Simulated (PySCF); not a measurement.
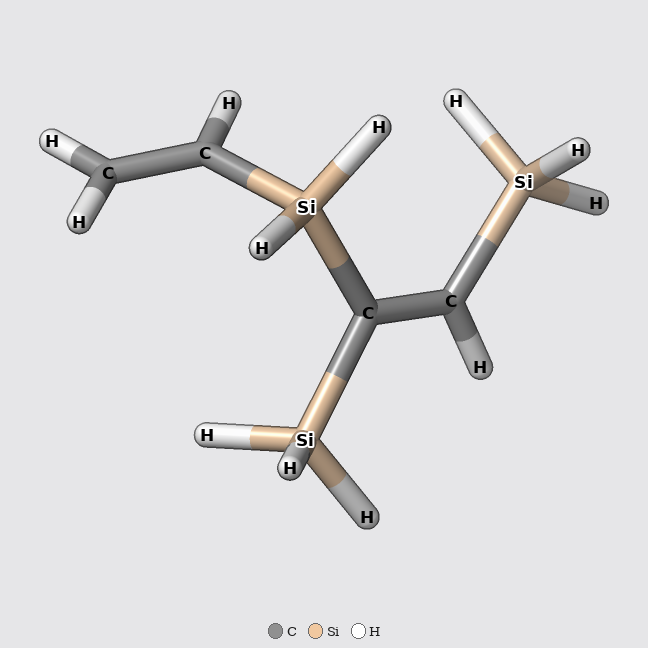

Every bond is drawn as one stick, whatever its order.

The computed structure is the end point of a GFN2-xTB optimisation. No frequency run is at hand to confirm it as a minimum.

Count the atoms of each element.

Answer. C4H12Si3, 19 atoms: 4 carbon, 12 hydrogen and 3 silicon.

Give the symmetry (Schoenflies symbol).

Answer. C1.

What is its SMILES?

Answer. C=C[SiH2]/C([SiH3])=C\[SiH3]

Count the bonded pairs by element.

Answer. 8 Si–H, 4 C–Si, 4 C–H, 2 C–C.

Describe its rings.

Answer. It has no ring.

The parts below concern this one geometry. Atoms keep their numbers from picture to picture.

Shape

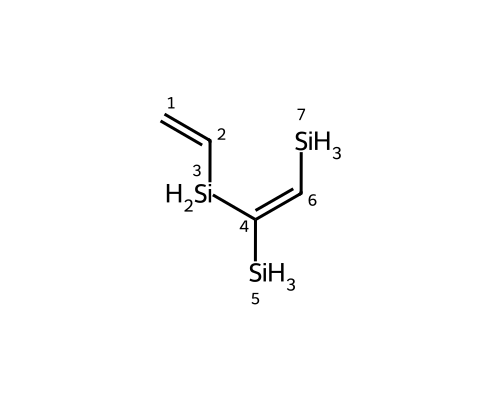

Skeletal drawing with numbered atoms; wedges and dashes mark any stereocentres. The configuration is that of a computed structure (GFN2-xTB).

What are the Cahn–Ingold–Prelog descriptors?

Answer. C4=C6: Z.

NMR shielding

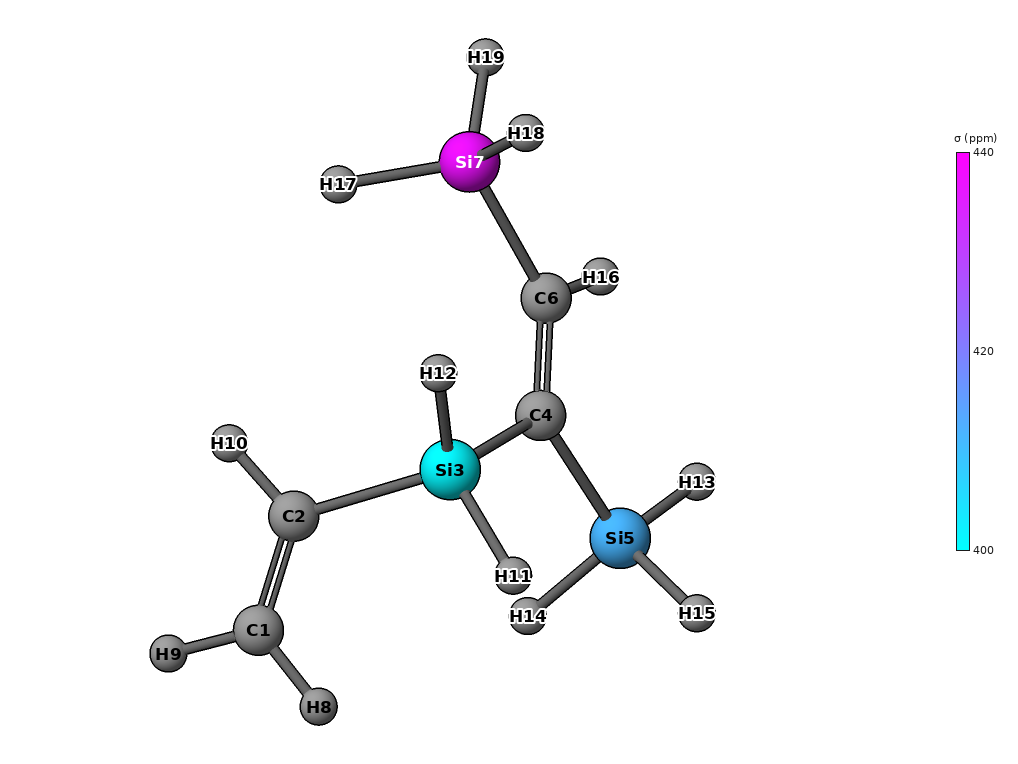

Atoms are coloured by their isotropic NMR shieldings (Si only, the others grey). No frequency run is at hand to confirm it as a minimum. Properties computed with GIAO PBE0/pcSseg-1 NMR shielding, non-relativistic, gas phase (PySCF 2.14.0).

List the isotropic NMR shieldings of the Si atoms.

```json
{"atom": "Si3", "σ (ppm)": "401.2"}
{"atom": "Si5", "σ (ppm)": "411.5"}
{"atom": "Si7", "σ (ppm)": "437.1"}
```

Polarisability

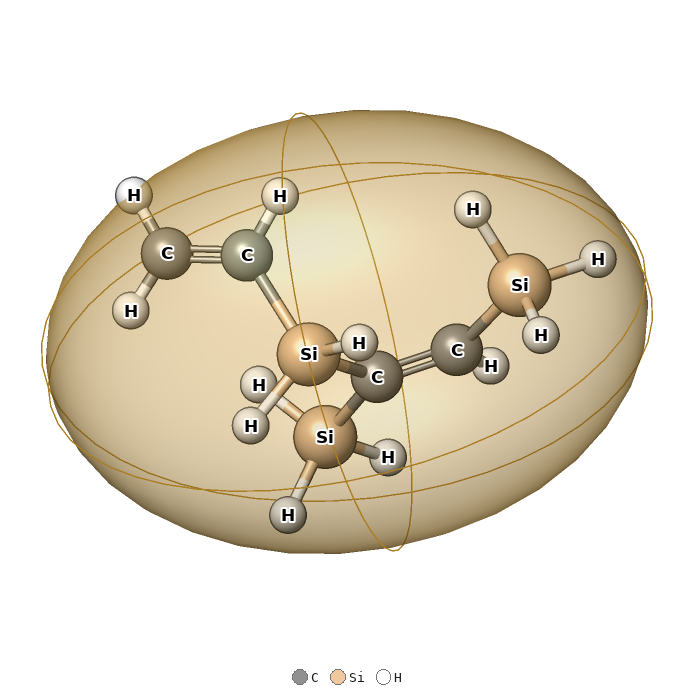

The ellipsoid shows the static dipole polarisability: its half-axes are proportional to the principal values. No frequency run is at hand to confirm it as a minimum. Level of theory: CAM-B3LYP/def2-SVPD (PySCF 2.14.0).

How large and how anisotropic is the polarisability?

Answer. Principal values 105.1, 125.8, 159.7 bohr³; mean 130.2 bohr³ (19.30 Å³); anisotropy 47.8 bohr³, so the longest axis is 1.52 times the shortest.

Excitation

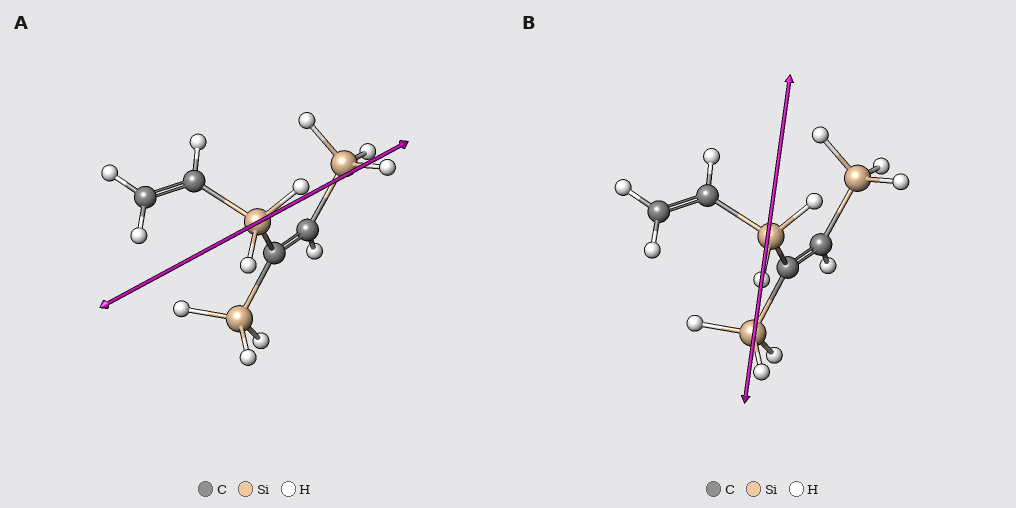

The double arrows show the directions of two transition dipoles from the ground state (lengths mean nothing). No frequency run is at hand to confirm it as a minimum. Method: TDDFT CAM-B3LYP/def2-SVPD, vertical, gas phase, core orbitals frozen in the response (PySCF 2.14.0).

One belongs to singlet state 2 and one to singlet state 3. Which is which?

Answer. A: state 2, 6.13 eV (202 nm), oscillator strength 0.40, mainly HOMO−1 → LUMO (weight 0.81).
B: state 3, 6.59 eV (188 nm), oscillator strength 0.037, of mixed character, with the largest part HOMO → LUMO+1 (weight 0.41).

The geometry is semi-empirical. Around Si such bond lengths and angles can be off by a tenth of an ångström or more and by several degrees, and values that hang on the shape move with them.
